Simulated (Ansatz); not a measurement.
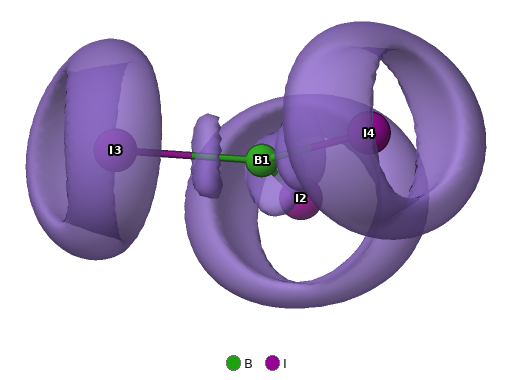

Figure. BI$_{3}$ (SMILES IB(I)I). Isosurface of the electron localisation function at 0.8 (purple), seen from one side. Core shells and regions of very low density are left out.

Geometry: PBE0-D3(BJ)/def2-SVP; core potentials replace the inner electrons of I.

Computed with Ansatz 0.2.0, isolated molecule in a Gaussian basis; Kohn-Sham density functional theory, functional PBE0.

```yaml
atoms:
  - { symbol: B, position_ang: [-0.5450, -0.0453, -0.0615] }
  - { symbol: I, position_ang: [-1.2035, -1.8363, -0.9824] }
  - { symbol: I, position_ang: [1.0981, -0.0836, 1.2756] }
  - { symbol: I, position_ang: [-1.5299, 1.7839, -0.4779] }
```

Q: What do the ELF domains correspond to?

A: At this value the surface marks out three regions between bonded B–I atoms (shared pairs) and three rings or bowls of non-bonding electrons around I. Profiles from the grid: B–I (2.12 Å): the ELF peaks at about 0.90 between the atoms: localised, covalent bonding.
